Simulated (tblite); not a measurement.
Frequency calculation of C6H11N3

The run: frequency calculation of C6H11N3, SMILES CCc1nn(C)nc1C. Method and program: GFN2-xTB harmonic vibrations, gas phase (tblite 0.8.0).

It belongs to a series of runs on one base structure; here: COCH3 replaced by C2H5.

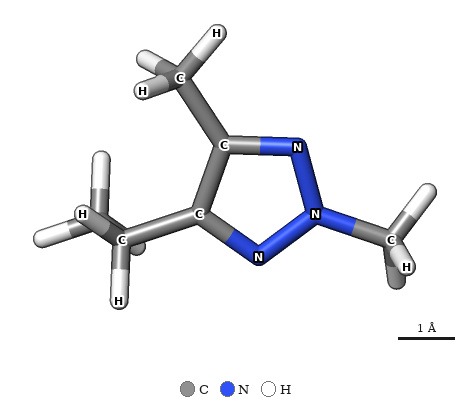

Fig. 1: The structure (stick view, seen at a tilt). Bond lengths as drawn: C–C 1.41 to 1.53 Å, C–H 1.09 Å, C–N 1.33 to 1.43 Å and N–N 1.31 Å.

### Input file
```
{"job": {"kind": "ir", "xc": "GFN2-xTB", "basis": "xTB"}, "charge": 0, "multiplicity": 1}
C     -2.453907    -0.599781    -0.817917
C     -1.766413    -0.419996     0.536646
C     -0.302219    -0.223134     0.363996
N      0.570842    -1.225104     0.361516
N      1.736748    -0.662555     0.145059
C      2.958309    -1.405615     0.104064
N      1.698323     0.642842     0.006859
C      0.416270     0.967201     0.135904
C     -0.076040     2.364656     0.050109
H     -2.046737    -1.469536    -1.327836
H     -2.296109     0.273868    -1.446872
H     -3.523498    -0.742848    -0.684710
H     -2.186712     0.446224     1.052449
H     -1.931269    -1.308637     1.147436
H      3.663379    -0.877751    -0.535255
H      2.751520    -2.398375    -0.291755
H      3.383888    -1.501014     1.106270
H     -0.822095     2.459731    -0.737418
H      0.756974     3.028133    -0.163409
H     -0.536403     2.662370     0.991828
```

The first line tells a small driver script what to run in tblite; the rest is the geometry in Å.

Hardware: 1 CPU thread, shared host.

Launch command:
```bash
OMP_NUM_THREADS=1 python <driver script> task.json out
```

### Output
```
mode    cm-1     km/mol
  1      33.3      0.06
  2      37.2      0.19
  3      65.1      0.17
  4     127.4      2.08
  5     177.2      0.57
  6     190.3      3.19
  7     238.4      1.87
  8     265.0      2.38
  9     274.1      1.25
 10     411.9      0.56
 11     438.6      0.21
 12     629.8      4.47
 13     638.2      3.85
 14     646.6      1.92
 15     705.2      1.29
 16     798.8      4.93
 17     842.5      0.99
 18     994.7     29.38
 19    1021.9     12.51
 20    1036.6      6.96
 21    1041.8     12.27
 22    1056.0     34.49
 23    1081.6      2.59
 24    1083.4      3.77
 25    1097.7      3.11
 26    1217.4     23.63
 27    1242.6      5.16
 28    1323.0      1.17
 29    1336.4     16.83
 30    1364.5     94.05
 31    1384.4      5.08
 32    1394.4      0.60
 33    1401.5     12.93
 34    1406.1      0.65
 35    1443.7     10.33
 36    1462.7      0.29
 37    1463.4      2.32
 38    1472.6      5.83
 39    1475.5      4.82
 40    1498.7      2.21
 41    1502.5      4.31
 42    1533.4     15.74
 43    1538.7     16.21
 44    2967.7     23.47
 45    2974.2     30.19
 46    2995.4     19.80
 47    3001.6     27.07
 48    3016.2     22.31
 49    3028.3      8.56
 50    3031.9     52.69
 51    3035.7     49.60
 52    3038.6      5.95
 53    3043.2     26.37
 54    3058.6     15.66
```

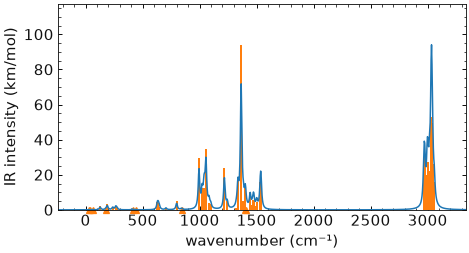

Fig. 2: Harmonic infrared spectrum, unscaled: sticks (degenerate modes added up, dark ones marked on the axis) with a Lorentzian envelope of 16 cm⁻¹ full width, scaled to the tallest stick. 54 modes from 33 to 3059 cm⁻¹, none imaginary. The strongest line is at 1364 cm⁻¹ (94 km/mol).

### Summary

```json
{"quantity": "outcome", "value": "converged"}
{"quantity": "total energy", "value": "−740.8248 eV"}
{"quantity": "zero-point energy", "value": "105.1960 kcal/mol"}
{"quantity": "wall time", "value": "0.58 s"}
{"quantity": "peak memory", "value": "0.18 GiB"}
```
